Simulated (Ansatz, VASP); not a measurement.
# CeO2 in two plane-wave programs

One calculation is typed for both programs; each brings its own data sets and cutoff. How far apart do they land? The cell comes out of the VASP series on this material, whose earlier steps may have relaxed, scaled or displaced it; both programs get it as it stands.

Program: Ansatz 0.2.0. Level of theory: plane waves, with VASP 6.6.1 beside it; relaxation of cell and atoms at LDA and relaxation of cell and atoms at r2SCAN with rVV10. Results are calculated unless marked as measured.

In doubt: the elements are of a kind flagged for part-filled d or f shells, though by formal charges that shell is empty here, so the flag may not apply; the elements are of a kind flagged for part-filled d or f shells, though by formal charges that shell is empty here, so the flag may not apply.

## Step 1: Set-up

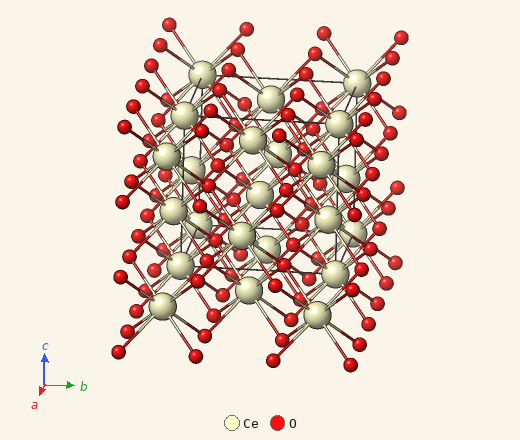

Start, viewed slightly off an axis; cerium light yellow, oxygen red. 2×1×1 cells are drawn. This picture shows the conventional cell, with its axes. Some periodic images of atoms are drawn too.

## Step 2: Ansatz: relaxation of cell and atoms, LDA

Ansatz runs on its default PAW (the set named soft_2) files.

The relaxed volume is the usual yardstick between codes: its relative difference is about their pressure difference at one cell divided by the bulk modulus.

input.yaml reads:

```yaml
crystal:
  lattice:
    - [0.0, 2.6810669089, 2.6810669089]
    - [2.6810669089, 0.0, 2.6810669089]
    - [2.6810669089, 2.6810669089, 0.0]
  atoms:
    - { symbol: Ce, position: [0.0, 0.0, 0.0] }
    - { symbol: O, position: [0.75, 0.75, 0.75] }
    - { symbol: O, position: [0.25, 0.25, 0.25] }
hamiltonian:
  xc: lda
  pseudopotentials: { kind: paw }
magnetization:
  spin_polarized: true
kpoints:
  mp_grid: { grid: [8, 8, 8] }
scf:
  occupations: { method: gaussian, width: 0.03 }
relax:
  f_tol: 0.01
  max_steps: 60
  cell: { stress_tol: 0.05 }
output:
  forces: true
  stress: true
```

Command:

```sh
$ ansatz run input.yaml --threads 4 --pin off --max-ram 9216MiB --backend cpu --events-out ev --progress --plain --runs-dir out
```

Numbers of over 12 decimals in the logs are rounded to 6 here.

Output:

```text
band count auto-derived: 22 (N_el = 24.0; filled up to band 12; 17 by the electrons, moments and atoms)
Engine: ansatz 0.2.0, x86_64-unknown-linux-gnu
Pseudopotentials: kind: paw
Pseudopotential: Ce, paw, valence charge 12, recommended cutoff 420 eV (normal), Ce.paw.azcp
Pseudopotential: O, paw, valence charge 6, recommended cutoff 420 eV (normal), O.paw.azcp
Functional definition: SPW92
  exchange = slater_x
  correlation = pw_c
Crystal: 3 atoms, lattice volume = 38.544 Å³
Basis set: ecut = 420 eV, 749 PW (Γ)
Bands: 22, of which v1, the nominal top of the filled ones, is band 12 counted from 1 (11 counted from 0)
Symmetry: 48 space group operations
Space group: Fm-3m (ITA 225), of the structure as read, at distance tolerance 3.4e-5 Å
k-points: 29 of 512
Non-local potential: Ce, projectors of the file, l = 0: 3, l = 1: 2, l = 2: 2, l = 3: 3
Non-local potential: O, projectors of the file, l = 0: 2, l = 1: 2, l = 2: 1
PAW form: soft (Blöchl's): semilocal exchange-correlation on the pseudo side does not see the compensation charge
PAW frozen core: Ce, regenerated for the run's functional, and the local potential with it (the file was generated under x = pbe(κ = 0.804, μ = 0.219515), c = pbe(β = 0.066725))
PAW frozen core: O, regenerated for the run's functional, and the local potential with it (the file was generated under x = pbe(κ = 0.804, μ = 0.219515), c = pbe(β = 0.066725))
PAW one-centre angular grid: Ce, 590 points (default); XC on 64 Gauss nodes
PAW one-centre angular grid: O, 110 points (default); XC on 64 Gauss nodes
Initial density: superposition of atomic densities (chi_scale 0.1, normalization cell, long waves kept (reshape's long-wave potential 0.00 eV rms))
Starting moments: Σ|m| = 2 μB in the open shells of 1 of 3 sites, parallel; the input types none
Initial wavefunctions: pseudopotential atomic-orbital guess
Functional: x = slater, c = lda
SCF iter   1: F=—  HF=-7515.249816 eV  |F-HF|=—  |Δ(HF+E_count)|=         —  Δρ=1.03e-1 (↑1.03e-1 ↓9.33e-2)  dr2=4.78e0  dr2_m=7.84e-1  M=0.000 μB ∫|m|=0.139 μB  β_m=0.30  ethr=3.10e-3  ⟨swp⟩=6.0  Hψ=5598  notcnv=0
preconditioner: auto → none  [insulator: Δε(μ)=2.847 eV  Ē_g=12.758 eV  σ=0.030 eV  W_gap=1.00  n_scr=14 (ndim 8)  ℏωp=28.1 eV  f_vac=0.002  D(μ)=0.00/eV (n_scr^D=0)  ε∞_Penn≈5.8]
SCF iter   2: F=—  HF=-7514.142011 eV  |F-HF|=—  |Δ(HF+E_count)|=    1.11e0  Δρ=6.49e-2 (↑6.10e-2 ↓6.49e-2)  dr2=1.19e0  dr2_m=3.82e-1  M=0.000 μB ∫|m|=0.116 μB  β_m=0.45  ethr=3.10e-3  ⟨swp⟩=3.6  Hψ=3476  notcnv=0  defer=152
SCF iter   3: F=—  HF=-7513.739050 eV  |F-HF|=—  |Δ(HF+E_count)|=   4.03e-1  Δρ=2.52e-2 (↑2.36e-2 ↓2.52e-2)  dr2=3.39e-1  dr2_m=5.44e-2  M=0.000 μB ∫|m|=0.065 μB  β_m=0.44  ethr=3.10e-3  ⟨swp⟩=3.0  Hψ=2710  notcnv=0  defer=152
SCF iter   4: F=—  HF=-7513.664417 eV  |F-HF|=—  |Δ(HF+E_count)|=   7.46e-2  Δρ=8.07e-3 (↑4.12e-3 ↓8.07e-3)  dr2=2.07e-2  dr2_m=4.53e-3  M=0.000 μB ∫|m|=0.038 μB  β_m=0.54  ethr=1.41e-3  ⟨swp⟩=2.9  Hψ=2502  notcnv=0  defer=162
SCF iter   5: F=—  HF=-7513.672645 eV  |F-HF|=—  |Δ(HF+E_count)|=   8.23e-3  Δρ=1.65e-3 (↑1.12e-3 ↓1.65e-3)  dr2=4.05e-4  dr2_m=3.96e-4  M=0.000 μB ∫|m|=0.018 μB  β_m=0.72  ethr=8.61e-5  ⟨swp⟩=3.0  Hψ=2848  notcnv=0  defer=170
SCF iter   6: F=—  HF=-7513.674241 eV  |F-HF|=—  |Δ(HF+E_count)|=   1.60e-3  Δρ=7.25e-4 (↑3.55e-4 ↓7.25e-4)  dr2=3.47e-4  dr2_m=3.56e-5  M=0.000 μB ∫|m|=0.006 μB  β_m=0.86  ethr=1.69e-6  ⟨swp⟩=2.1  Hψ=2387  notcnv=0  defer=170
SCF iter   7: F=—  HF=-7513.674702 eV  |F-HF|=—  |Δ(HF+E_count)|=   4.61e-4  Δρ=1.94e-4 (↑5.02e-5 ↓1.94e-4)  dr2=1.64e-5  dr2_m=2.58e-6  M=0.000 μB ∫|m|=0.001 μB  β_m=0.93  ethr=1.45e-6  ⟨swp⟩=2.1  Hψ=2387  notcnv=0  defer=170
SCF iter   8: F=—  HF=-7513.674776 eV  |F-HF|=—  |Δ(HF+E_count)|=   7.44e-5  Δρ=4.79e-5 (↑4.79e-5 ↓4.21e-5)  dr2=3.46e-6  dr2_m=1.85e-8  M=0.000 μB ∫|m|=0.000 μB  β_m=0.96  ethr=6.85e-8  ⟨swp⟩=2.0  Hψ=2378  notcnv=0  defer=170
SCF iter   9: F=—  HF=-7513.674781 eV  |F-HF|=—  |Δ(HF+E_count)|=   4.87e-6  Δρ=1.62e-5 (↑1.62e-5 ↓1.00e-5)  dr2=2.93e-7  dr2_m=3.62e-9  M=0.000 μB ∫|m|=0.000 μB  β_m=0.98  ethr=1.44e-8  ⟨swp⟩=2.0  Hψ=1970  notcnv=0  defer=170
SCF iter  10: F=—  HF=-7513.674781 eV  |F-HF|=—  |Δ(HF+E_count)|=   3.96e-7  Δρ=3.18e-6 (↑3.06e-6 ↓3.18e-6)  dr2=1.61e-8  dr2_m=1.25e-11  M=0.000 μB ∫|m|=0.000 μB  β_m=0.99  ethr=1.22e-9  ⟨swp⟩=2.0  Hψ=1972  notcnv=0  defer=170
SCF iter  11: F=-7513.674781 eV  HF=-7513.674781 eV  |F-HF|=1.36e-9  |Δ(HF+E_count)|=   1.41e-8  Δρ=8.94e-7 (↑8.94e-7 ↓8.78e-7)  dr2=1.39e-9  dr2_m=2.08e-13  M=0.000 μB ∫|m|=0.000 μB  ethr=6.72e-11  ⟨swp⟩=1.1  Hψ=3486  notcnv=0
SCF 1 converged in 11 iterations: F = -7513.674781 eV  dr2 = 1.39e-9
  greatest PAW one-centre occupation: 0.990 electrons in one spin orbital (limit 2), on the Ce atom at site 0 (counted from 0), in its partial waves of l = 0
WARN: the input gives no starting moments: this run first made a single point of its starting geometry. This run's own SCFs start from that state's density, with no starting moments from it. Of the state that the single point found these notices stand: seeded_moment_not_kept.
Initial density: read from a saved state, or passed on in memory by an earlier SCF of this step, an earlier step, the calling program or the single point that the run made first
Stability of the state it starts from, as read at its close in the collinear treatment: not read negative (a value of 1 − χ₀K of 0.51, by a stability probe under the symmetry group of the SCF that read it); nothing settles its magnetic order
iter 1 solved again at ethr=3.47e-8 eV; its pass at ethr=3.10e-3 eV (dr2=8.34e-6 eV) is discarded
SCF iter   1: F=—  HF=-7513.674781 eV  |F-HF|=—  |Δ(HF+E_count)|=         —  Δρ=1.14e-6 (↑1.14e-6 ↓1.14e-6)  dr2=2.01e-9  dr2_m=1.84e-13  M=0.000 μB ∫|m|=0.000 μB  β_m=0.30  ethr=3.47e-8  ⟨swp⟩=4.1  Hψ=9916  notcnv=0
preconditioner: auto → none  [insulator: Δε(μ)=2.024 eV  Ē_g=11.885 eV  σ=0.030 eV  W_gap=1.00  n_scr=14 (ndim 8)  ℏωp=28.1 eV  f_vac=0.033  D(μ)=0.00/eV (n_scr^D=0)  ε∞_Penn≈6.6]
SCF iter   2: F=-7513.674781 eV  HF=-7513.674781 eV  |F-HF|=4.68e-9  |Δ(HF+E_count)|=   5.04e-8  Δρ=1.71e-6 (↑1.70e-6 ↓1.71e-6)  dr2=4.84e-9  dr2_m=1.12e-13  M=0.000 μB ∫|m|=0.000 μB  ethr=8.39e-12  ⟨swp⟩=4.4  Hψ=3554  notcnv=0
SCF 2 converged in 2 iterations: F = -7513.674781 eV  dr2 = 4.84e-9
relax step   1: F+E_penalty+E_count = -7513.67478138 eV  Δ(F+E_penalty+E_count) = +0.000e0 eV  max|allowed force component| = 1.542e-17 eV/Å  Δτ_max = 0.0000 Å  P = -0.402 GPa  Ω = 38.544 Å³  (2 SCF iters, dr2 threshold 1.00e-7 eV, accepted)
[...]
relax step   2: F+E_penalty+E_count = -7513.67551119 eV  Δ(F+E_penalty+E_count) = -7.298e-4 eV  max|allowed force component| = 1.079e-16 eV/Å  Δτ_max = 0.0000 Å  P = +0.296 GPa  Ω = 38.418 Å³  energy of the carried Pulay correction = +6.878e-4 eV  (4 SCF iters, dr2 threshold 3.00e-7 eV, accepted)
[...]
relax step   3: F+E_penalty+E_count = -7513.67526921 eV  Δ(F+E_penalty+E_count) = +2.420e-4 eV  max|allowed force component| = 6.168e-17 eV/Å  Δτ_max = 0.0000 Å  P = +0.000 GPa  Ω = 38.471 Å³  energy of the carried Pulay correction = +3.965e-4 eV  (4 SCF iters, dr2 threshold 2.19e-7 eV, accepted)
[...]
relax step   4: F+E_penalty+E_count = -7513.67500218 eV  Δ(F+E_penalty+E_count) = +2.670e-4 eV  max|allowed force component| = 5.474e-17 eV/Å  Δτ_max = 0.0000 Å  P = -0.015 GPa  Ω = 38.471 Å³  stress off target by 1.46e-2 GPa  SCF on the basis re-selected at this cell (its energy is not comparable with the rows above)  (6 SCF iters)
basis re-selected at this cell: Δ(F+E_penalty+E_count) = +2.670e-4 eV, ΔP = -0.015 GPa vs the last step (what re-selecting the basis moved, of the pressure what is left beyond the Pulay correction that the steps carried, after the strain that the cell walked since its last selection, with what the two solves' SCF thresholds leave and, on support functions, any second-order correction that the steps lacked; it is no m [...]
SCF converged after 6 iterations
Magnetization: 0.0000 μB (12.0000 up, 12.0000 down)
Absolute magnetization: 0.0000 μB (∫|ρ↑−ρ↓|, with the PAW one-centre terms)
Spin contamination: 0.0000 ħ² per cell (⟨S²⟩ above its minimum at these occupations)
Per-site moments (μB) at R_I (Å): [(5.072037868435981e-10, 0.957171), (-5.026830301240604e-10, 0.957171), (-5.026830135689085e-10, 0.957171)]
Free energy (F): -7513.675002 eV
Harris-Foulkes:  -7513.675002 eV  (|F-HF|=1.82e-12)
Internal energy: -7513.675002 eV  (E = F + TS)
E sigma→0 (E₀):  -7513.675002 eV
Fermi energy:    12.339889 eV
--- Per-component energies (eV) ---
  E_band       = 34.642364
  E_kinetic    = 739.619277
  E_local      = -902.244486  (includes V_loc(G=0)·N_el)
  E_nonlocal   = 39.717117
  E_hartree    = 319.041014
  E_xc         = -376.057746
  E_vxc        = -445.762265  (∫ρ·V_xc dr)
  E_paw        = -5588.094287  (= ΣΔE_a)
  E_vpaw       = -34.774332  (= ΣTr[D̂ρ^β])
  E_aug_tail   = 0.005030  (compensation charges beyond the density's cutoff)
  E_ewald      = -1746.290114
  E_core_change = 0.629193  (= ΣΔE_core)
  E_smearing   = -0.000000  (= −TS)
  E_closure    = 0.000000  (closes the sum)
  Σ components = -7513.675002   (vs F -7513.675002, Δ=0.00e0)
--- Forces (eV/Å), atoms counted from 1 ---
  atom   1  Ce    -0.00000000     0.00000000     0.00000000
  atom   2  O     -0.00000000    -0.00000000     0.00000000
  atom   3  O      0.00000000     0.00000000    -0.00000000
  max |Σ_I F_I| component: 3.24e-17 eV/Å
--- Stress (GPa, compression-positive) ---
       -0.014632      -0.000000      -0.000000
       -0.000000      -0.014632      -0.000000
       -0.000000      -0.000000      -0.014632
  P = ⅓ Tr σ = -0.0146 GPa (-0.146 kbar)
--- Relaxed structure (3 steps of the walk, 3 accepted, 1 SCFs on fresh bases) ---
  F+E_penalty+E_count = -7513.67500218 eV   max|allowed force component| = 5.474e-17 eV/Å   (the final SCF, on the basis selected at the relaxed cell)
  cell:  # Å, volume = 38.4711 Å³
    - [0, 2.679383, 2.679383]
    - [2.679383, 0, 2.679383]
    - [2.679383, 2.679383, 0]
  atoms:
    - { symbol: Ce, position: [0, 0, 0] }
    - { symbol: O, position: [0.75, 0.75, 0.75] }
    - { symbol: O, position: [0.25, 0.25, 0.25] }
```

Wall time 5.2 s (4 threads of Intel Xeon Platinum 8259CL at 2.50GHz (Skylake/Cascade Lake), shared host); peak memory 0.47 GiB; 16 s of CPU time.

[end of part 1 of 2]

[Lines on the potential files, build, host, timing and source positions are cut from VASP's logs without a mark.]

[Logs are printed without paths, hosts, clocks, repeated set-up lines and the standing remarks that a program may print on its own settings, such as how far it seeks lower states.]

[Hosts, paths, dates, database ids (printed as entryN), source tags and the programs' standing remarks are cut or masked in the printed files.]
